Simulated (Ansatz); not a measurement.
# Response to strain in LiNbO3

Base system: LiNbO$_{3}$ (space group R3c, No. 161; a = 5.137 Å, c = 13.887 Å (hexagonal axes)).

Strains are applied to the cell and any free atomic positions relax.

Computed with plane-wave PAW DFT at the r2SCAN level (Ansatz, a first-principles code, 500 eV), without spin-orbit coupling, earlier PAW set.

Notes on the quantities. pressure: mean of the normal stresses, compression positive.

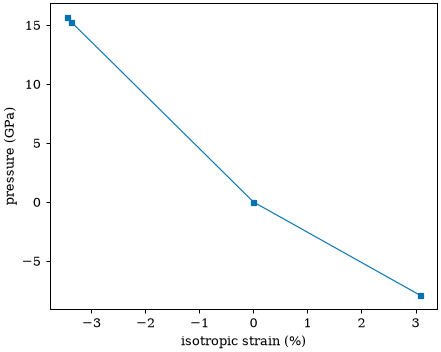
Fig. 1. Pressure against isotropic strain

```csv
isotropic strain (%),pressure
-3.45,15.69 GPa
-3.37,15.25 GPa
3.08,-7.89 GPa
```

No phonon test of stability was made.
